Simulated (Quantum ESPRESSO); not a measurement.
# Converging the plane-wave cutoff: CoPd₃ (P4mm, 4 atoms in the cell)

```
CELL_PARAMETERS angstrom
      3.83882     0.00000     0.00000
      0.00000     3.83882     0.00000
      0.00000     0.00000     3.83882
ATOMIC_POSITIONS crystal
  Co 0.00000 0.00000 0.01303
  Pd 0.00000 0.50000 0.50000
  Pd 0.50000 0.00000 0.50000
  Pd 0.50000 0.50000 0.00000
```
Moments meant for the start (each program seeds them in its own way; μB, in the order of the atoms Co Pd Pd Pd): 3.0 1.0 1.0 1.0.

Level of theory: PBEsol, GBRV 1.5 ultrasoft (PBESOL) pseudopotentials (plane waves; Quantum ESPRESSO 7.5).

Base settings: ecutwfc = 50 Ry; ecutrho = 400 Ry; occupations = smearing; smearing = fermi-dirac; degauss = 0.0073499 Ry; nspin = 2; potentials = {Co: co_pbesol_v1.2.uspp.F.UPF, Pd: pd_pbesol_v1.4.uspp.F.UPF}; K_POINTS = automatic 3 3 3 0 0 0; conv_thr = 1e-10 Ry; mixing_beta = 0.4.

Moved along: ecutrho.

The second cell is the first with its lattice scaled by 0.98.

The mesh stays at the base's, so the ladder's end is converged at best in this setting alone.

Only quantities that move along the ladder and can be compared are tabulated.

The magnetic state is not the same in all runs (site moments differ, or a search went on to a lower state), so steps between rows are not convergence errors alone.

The count of work is k-points × plane waves × bands × iterations; it is no time. 

The starting cell comes from a database of computed structures (which also holds hypothetical and non-ambient phases and stackings), without a prior relaxation at this level. Its lattice was rescaled by up to half a per cent. One atom was moved a little off its site on purpose. The magnetic order is the one reached from the typed start; others were not searched systematically. In the base run, with a pressure of about -5 GPa the cell is away from its equilibrium volume at this level. Without a gap this mesh is coarse (it stands for a supercell whose shortest vector is 12 Å).

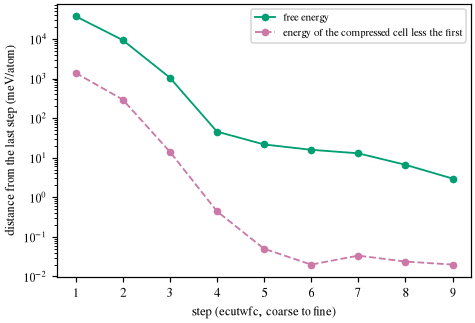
Figure: Distance from the last step along the ladder; very small values are drawn at a floor.

```csv
ecutwfc,free energy less the last step's (meV/atom),energy of the compressed cell less the first (meV/atom),pressure (GPa),largest difference of a force vector from the last step's (eV/Å),net moment (μB/atom),count of work / last
17.5 Ry,37399.88,1393.11,-1509.86,1.134,0.000,0.078
22 Ry,9367.91,-290.06,-525.52,0.030,0.760,0.081
28 Ry,1053.64,-9.52,-96.26,0.041,0.752,0.11
35 Ry,45.65,5.15,-9.29,0.002,0.750,0.17
45 Ry,21.61,4.76,-5.51,0.001,0.750,0.24
50 Ry,15.83,4.73,-5.40,0.000,0.750,0.30
60 Ry,12.91,4.68,-5.17,0.000,0.750,0.35
75 Ry,6.62,4.69,-5.27,0.000,0.750,0.52
100 Ry,2.97,4.72,-5.28,0.000,0.750,0.85
120 Ry,0.00,4.71,-5.11,0.000,0.750,1.0
```

Coarsest ecutwfc that holds the free energy within 5 meV/atom: not settled: the last two steps still differ by 3.0 meV/atom, over half the tolerance, so the ladder does not show it.

Coarsest ecutwfc that holds the forces within 0.02 eV/Å of the last step, with all finer ones: 35 Ry, at 0.17 of the last step's count of work; the step before is off by 0.041 eV/Å.

Coarsest ecutwfc that holds the net moment within 0.05 μB/atom of the last step, with all finer ones: 22 Ry, at 0.081 of the last step's count of work; the step before is off by 0.75 μB/atom.

At the lowest cutoff the pressure lies 1500 GPa under the last step's, the usual sign of Pulay stress in an incomplete plane-wave basis.
